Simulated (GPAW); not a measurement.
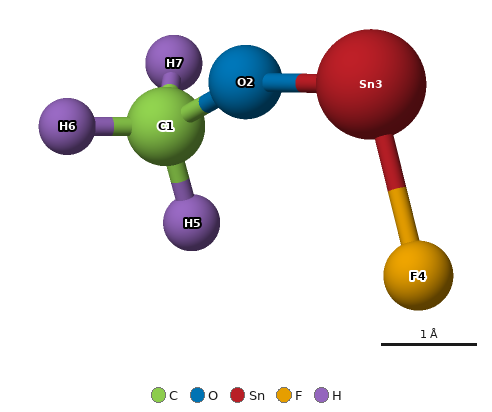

*The structure as given in the input (ball-and-stick view, seen at a tilt; atoms are numbered from 1 in the order of the input). Sticks mark near contacts.*

Bond lengths as drawn: C–H 1.09 Å, C–O 1.41 Å, F–Sn 2.09 Å and O–Sn 2.00 Å.

# Solvation calculation, with input and output: CH3FOSn (part 1 of 2)

The run: solvation calculation of CH3FOSn, SMILES C[O][Sn][F]. Method and program: revPBE/sz(dzp), scalar-relativistic datasets, Held-Walter continuum solvent water (GPAW 26.7.0).

The geometry comes from this level: GFN2-xTB. Figures and captions count atoms from 1; the log counts them from 0 in places.

**Input (mol.py)**
```python
import numpy as np
from ase.io import read
from ase.units import Debye, Pascal, kcal, m, mol
from gpaw import GPAW
from gpaw.solvation import EffectivePotentialCavity, GradientSurface, LinearDielectric, Power12Potential, SolvationGPAW, SurfaceInteraction
from gpaw.utilities.adjust_cell import adjust_cell

# Geometry
atoms = read("mol.xyz")
adjust_cell(atoms, 5.0, h=0.18)

# Calculator
gpaw_calc = GPAW(mode="lcao",
                 maxiter=150,
                 xc="revPBE",
                 h=0.18,
                 basis="sz(dzp)",
                 legacy_gpaw=True,
                 txt="-")
atoms.calc = gpaw_calc
e_gas = atoms.get_potential_energy()
mu_gas = np.linalg.norm(atoms.get_dipole_moment()) / Debye

# Implicit water
solvent = dict(cavity=EffectivePotentialCavity(effective_potential=Power12Potential(atomic_radii={"H": 1.09}, u0=0.18),
                                               temperature=298.15, surface_calculator=GradientSurface()),
               dielectric=LinearDielectric(epsinf=78.36),
               interactions=[SurfaceInteraction(surface_tension=18.4e-3 * Pascal * m)])
gpaw_calc = SolvationGPAW(mode="lcao",
                          basis="sz(dzp)",
                          h=0.18,
                          xc="revPBE",
                          maxiter=150,
                          txt="-",
                          **solvent)
atoms.calc = gpaw_calc
e_sol = atoms.get_potential_energy()
mu_sol = np.linalg.norm(atoms.get_dipole_moment()) / Debye
dg = (e_sol - e_gas) / (kcal / mol)
print(f"Solvation free energy   {dg:.2f} kcal/mol")
print(f'Dipole {mu_gas:.3f} D in gas, {mu_sol:.3f} D in solution')
```

**File mol.xyz**
```
7

C      0.319070     1.029960     0.055160
O      0.169390    -0.268780     0.586460
Sn    -0.326840    -2.200430     0.707380
F     -1.242070    -2.682320    -1.114420
H      0.205460     1.020370    -1.029340
H     -0.436530     1.690600     0.484420
H      1.311520     1.410600     0.310330
```

Hardware: 1 thread of Arm Neoverse V2, 24 GiB of memory available, shared host.

Launch command:
```bash
python mol.py > mol.log
```

**Log**
```
___ ___ ___ _ _ _
 |   |   |_  | | | |
 | | | | | . | | | |
 |__ |  _|___|_____|  26.7.0
 |___|_|

units:  Angstrom and eV
cores:  1
OpenMP: False

Versions:
  Python: 3.12.14
  ASE:    3.29.0
  Numpy:  2.5.5
  Scipy:  1.18.1
  Libxc:  7.0.0

        _gpaw.cpython-312-aarch64-linux-gnu.so

Input parameters:
  basis: sz(dzp)
  h: 0.18
  maxiter: 150
  mode: lcao
  xc: revPBE

System changes: positions, numbers, cell, pbc, initial_charges, initial_magmoms

Initialize ...

species:
  C:
    name:    Carbon
    Z:       6.0
    valence: 4
    core:    2
    charge:  0.0  # [|e|]
    file:    C.revPBE.gz
    compensation charges:
      type: gauss
      rc: 0.20  # [Å]
      lmax: 2
    cutoffs:
      filter: 1.14  # [Å]
      core: 1.14  # [Å]
    projectors
    | kind |    occ | energy [eV] | rcut [Å] |
    |------|--------|-------------|----------|
    |   2s |  2.000 |     -13.783 |    0.635 |
    |   2p |  2.000 |      -5.237 |    0.635 |
    |    s |        |      13.429 |    0.635 |
    |    p |        |      21.974 |    0.635 |
    |    d |        |       0.000 |    0.635 |

    LCAO basis set for C:
      Name: sz(dzp)
      File: C.dzp.basis.gz
      Number of radial functions: 2
      Number of spherical harmonics: 4
        l=0, rc=5.5469 Bohr: 2s-sz confined orbital
        l=1, rc=6.6719 Bohr: 2p-sz confined orbital
      Number of RI-basis functions 0

  O:
    name:    Oxygen
    Z:       8.0
    valence: 6
    core:    2
    charge:  0.0  # [|e|]
    file:    O.revPBE.gz
    compensation charges:
      type: gauss
      rc: 0.21  # [Å]
      lmax: 2
    cutoffs:
      filter: 1.17  # [Å]
      core: 0.83  # [Å]
    projectors
    | kind |    occ | energy [eV] | rcut [Å] |
    |------|--------|-------------|----------|
    |   2s |  2.000 |     -23.998 |    0.688 |
    |   2p |  4.000 |      -8.969 |    0.598 |
    |    s |        |       3.214 |    0.688 |
    |    p |        |      18.243 |    0.598 |
    |    d |        |       0.000 |    0.619 |

    LCAO basis set for O:
      Name: sz(dzp)
      File: O.dzp.basis.gz
      Number of radial functions: 2
      Number of spherical harmonics: 4
        l=0, rc=4.3438 Bohr: 2s-sz confined orbital
        l=1, rc=5.3906 Bohr: 2p-sz confined orbital
      Number of RI-basis functions 0

  Sn:
    name:    Tin
    Z:       50.0
    valence: 14
    core:    36
    charge:  0.0  # [|e|]
    file:    Sn.revPBE.gz
    compensation charges:
      type: gauss
      rc: 0.38  # [Å]
      lmax: 2
    cutoffs:
      filter: 2.23  # [Å]
      core: 2.35  # [Å]
    projectors
    | kind |    occ | energy [eV] | rcut [Å] |
    |------|--------|-------------|----------|
    |   5s |  2.000 |     -10.469 |    1.201 |
    |   5p |  2.000 |      -3.642 |    1.270 |
    |   4d | 10.000 |     -25.826 |    1.185 |
    |    s |        |      16.742 |    1.201 |
    |    p |        |      23.569 |    1.270 |
    |    d |        |       1.385 |    1.185 |

    LCAO basis set for Sn:
      Name: sz(dzp)
      File: Sn.dzp.basis.gz
      Number of radial functions: 3
      Number of spherical harmonics: 9
        l=0, rc=7.1250 Bohr: 5s-sz confined orbital
        l=1, rc=9.5469 Bohr: 5p-sz confined orbital
        l=2, rc=4.0625 Bohr: 4d-sz confined orbital
      Number of RI-basis functions 0

  F:
    name:    Fluorine
    Z:       9.0
    valence: 7
    core:    2
    charge:  0.0  # [|e|]
    file:    F.revPBE.gz
    compensation charges:
      type: gauss
      rc: 0.20  # [Å]
      lmax: 2
    cutoffs:
      filter: 1.14  # [Å]
      core: 0.74  # [Å]
    projectors
    | kind |    occ | energy [eV] | rcut [Å] |
    |------|--------|-------------|----------|
    |   2s |  2.000 |     -29.933 |    0.635 |
    |   2p |  5.000 |     -11.043 |    0.635 |
    |    s |        |      -2.721 |    0.635 |
    |    p |        |      16.168 |    0.635 |
    |    d |        |       0.000 |    0.635 |

    LCAO basis set for F:
      Name: sz(dzp)
      File: F.dzp.basis.gz
      Number of radial functions: 2
      Number of spherical harmonics: 4
        l=0, rc=3.8594 Bohr: 2s-sz confined orbital
        l=1, rc=4.8750 Bohr: 2p-sz confined orbital
      Number of RI-basis functions 0

  H:
    name:    Hydrogen
    Z:       1.0
    valence: 1
    core:    0
    charge:  0.0  # [|e|]
    file:    H.revPBE.gz
    compensation charges:
      type: gauss
      rc: 0.15  # [Å]
      lmax: 2
    cutoffs:
      filter: 0.85  # [Å]
      core: 0.53  # [Å]
    projectors
    | kind |    occ | energy [eV] | rcut [Å] |
    |------|--------|-------------|----------|
    |   1s |  1.000 |      -6.547 |    0.476 |
    |    s |        |      20.664 |    0.476 |
    |    p |        |       0.000 |    0.476 |

    LCAO basis set for H:
      Name: sz(dzp)
      File: H.dzp.basis.gz
      Number of radial functions: 1
      Number of spherical harmonics: 1
        l=0, rc=6.4219 Bohr: 1s-sz confined orbital
      Number of RI-basis functions 0

Reference energy: -173842.252116  # eV

Spin-paired calculation

Convergence criteria:
 Maximum [total energy] change in last 3 cyles: 0.0005 eV / valence electron
 Maximum integral of absolute [dens]ity change: 0.0001 electrons / valence electron
 Maximum integral of absolute [eigenst]ate change: 4e-08 eV^2 / valence electron
 Maximum number of scf [iter]ations: 150
 (Square brackets indicate name in SCF output, whereas a 'c' in
 the SCF output indicates the quantity has converged.)

Symmetries present (total): 1

  ( 1  0  0)
  ( 0  1  0)
  ( 0  0  1)

1 k-point (Gamma)
1 k-point in the irreducible part of the Brillouin zone
       k-points in crystal coordinates                weights
   0:     0.00000000    0.00000000    0.00000000          1/1

Wave functions: LCAO
  Diagonalizer: Serial LAPACK
  Atomic Correction: dense with blas
  Data-type: float

Occupation numbers: # Zero width

Eigensolver
   LCAO using direct dense diagonalizer

Densities:
  Coarse grid: 72*80*68 grid
  Fine grid: 144*160*136 grid
  Total Charge: 0.000000

Density mixing:
  Method: separate
  Backend: msr1
  Linear mixing parameter: 0.05
  old densities: 10
  Width of damping distribution: 1.1
  Damping of long wavelength oscillations: 1  # (no daming)

Hamiltonian:
  XC and Coulomb potentials evaluated on a 144*160*136 grid
  Using the revPBE Exchange-Correlation functional
  Interpolation: tri-quintic (5. degree polynomial)
  Poisson solver: FastPoissonSolver using
    Stencil: 6*3+1=19 point O(h^6) finite-difference Laplacian
    FFT axes: []
    FST axes: [np.int64(2), np.int64(0), np.int64(1)]

XC parameters: revPBE with 2 nearest neighbor stencil

Memory estimate:
  Process memory now: 442.02 MiB
  Calculator: 199.01 MiB
    Density: 143.55 MiB
      Arrays: 75.99 MiB
      Localized functions: 10.22 MiB
      Mixer: 57.34 MiB
    Hamiltonian: 50.47 MiB
      Arrays: 49.70 MiB
      XC: 0.00 MiB
      Poisson: 0.00 MiB
      vbar: 0.77 MiB
    Wavefunctions: 4.98 MiB
      C [qnM]: 0.00 MiB
      S, T [2 x qmm]: 0.01 MiB
      P [aqMi]: 0.00 MiB
      BasisFunctions: 4.97 MiB
      Eigensolver: 0.00 MiB

Total number of cores used: 1

Number of atoms: 7
Number of atomic orbitals: 24
Number of bands in calculation: 24
Number of valence electrons: 34
Bands to converge: occupied

... initialized

Initializing position-dependent things.

Density initialized from atomic densities
          .-------------------------------.
         /|                               |
        / |                               |
       /  |                               |
      /   |                               |
     /    |                               |
    /     |                               |
   /      |                               |
  /       |                               |
 *        |                               |
 |        |           H   H               |
 |        |           OC                  |
 |        |         Sn H                  |
 |        |                               |
 |        |      F                        |
 |        .-------------------------------.
 |       /                               /
 |      /                               /
 |     /                               /
 |    /                               /
 |   /                               /
 |  /                               /
 | /                               /
 |/                               /
 *-------------------------------*

Atomic positions and initial magnetic moments

Positions:
   0 C      6.764345    8.725820    6.378680    ( 0.0000,  0.0000,  0.0000)
   1 O      6.614665    7.427080    6.909980    ( 0.0000,  0.0000,  0.0000)
   2 Sn     6.118435    5.495430    7.030900    ( 0.0000,  0.0000,  0.0000)
   3 F      5.203205    5.013540    5.209100    ( 0.0000,  0.0000,  0.0000)
   4 H      6.650735    8.716230    5.294180    ( 0.0000,  0.0000,  0.0000)
   5 H      6.008745    9.386460    6.807940    ( 0.0000,  0.0000,  0.0000)
   6 H      7.756795    9.106460    6.633850    ( 0.0000,  0.0000,  0.0000)

Unit cell:
           periodic     x           y           z      points  spacing
  1. axis:    no    12.960000    0.000000    0.000000    72     0.1800
  2. axis:    no     0.000000   14.400000    0.000000    80     0.1800
  3. axis:    no     0.000000    0.000000   12.240000    68     0.1800

  Lengths:  12.960000  14.400000  12.240000
  Angles:   90.000000  90.000000  90.000000

Effective grid spacing dv^(1/3) = 0.1800

iter:   1 00:00:02   -28.600771        c
iter:   2 00:00:03   -27.813992        c -1.03
iter:   3 00:00:04   -25.428946        c -1.07
iter:   4 00:00:04   -25.257151        c -1.41
iter:   5 00:00:05   -24.943036        c -1.61
iter:   6 00:00:06   -24.888024        c -1.86
iter:   7 00:00:06   -24.887655        c -2.40
iter:   8 00:00:07   -24.882132c       c -2.43
iter:   9 00:00:08   -24.882110c       c -3.46
iter:  10 00:00:09   -24.882069c       c -3.59
iter:  11 00:00:09   -24.882065c       c -4.02c

Converged after 11 iterations.

Dipole moment: (0.122039, -0.041524, 0.319318) |e|*Ang

Energy contributions relative to reference atoms: (reference = -173842.252116)

Kinetic:        +90.037359
Potential:      -83.359152
External:        +0.000000
XC:             -32.144064
Entropy (-ST):   +0.000000
Local:           +0.583792
SIC:             +0.000000
--------------------------
Free energy:    -24.882065
Extrapolated:   -24.882065

 Band  Eigenvalues  Occupancy
    0    -26.21260    2.00000
    1    -25.93973    2.00000
    2    -25.55173    2.00000
    3    -25.49308    2.00000
    4    -25.41248    2.00000
    5    -24.79162    2.00000
    6    -24.31958    2.00000
    7    -17.91782    2.00000
    8    -12.71024    2.00000
    9    -12.22484    2.00000
   10    -12.13540    2.00000
   11     -9.15313    2.00000
   12     -6.72489    2.00000
   13     -6.61208    2.00000
   14     -5.99513    2.00000
   15     -5.86540    2.00000
   16     -5.78481    2.00000
   17     -2.59092    0.00000
   18     -0.21776    0.00000
   19      0.18492    0.00000
   20      4.16257    0.00000
   21      5.33901    0.00000
   22      5.37248    0.00000
   23      5.76300    0.00000

Fermi level: -4.18786

Gap: 3.194 eV
Transition (v -> c):
  (s=0, k=0, n=16, [0.00, 0.00, 0.00]) -> (s=0, k=0, n=17, [0.00, 0.00, 0.00])
No difference between direct/indirect transitions

  ___ ___ ___ _ _ _
 |   |   |_  | | | |
 | | | | | . | | | |
 |__ |  _|___|_____|  26.7.0
 |___|_|

units:  Angstrom and eV
cores:  1
OpenMP: False

Versions:
  Python: 3.12.14
  ASE:    3.29.0
  Numpy:  2.5.5
  Scipy:  1.18.1
  Libxc:  7.0.0

        _gpaw.cpython-312-aarch64-linux-gnu.so

Input parameters:
  basis: sz(dzp)
  h: 0.18
  maxiter: 150
  mode: lcao
  xc: revPBE

Implicit solvation parameters:
Cavity:  EffectivePotentialCavity
  Surface Calculator: GradientSurface with 3 nn
  Volume Calculator: None
  EffectivePotentialCavity
    Potential: Power12Potential
      u0: 0.18eV
      pbc_cutoff: 1e-06
      tiny: 1e-10
    temperature: 298.15K
Dielectric:
  Type: LinearDielectric
  Solvent dielectric constant: 78.36
Interaction: SurfaceInteraction
  subscript: surf
  Surface_tension: 0.0011484376791625194 eV/(Angstrom^2)

Timing:                              incl.     excl.
```
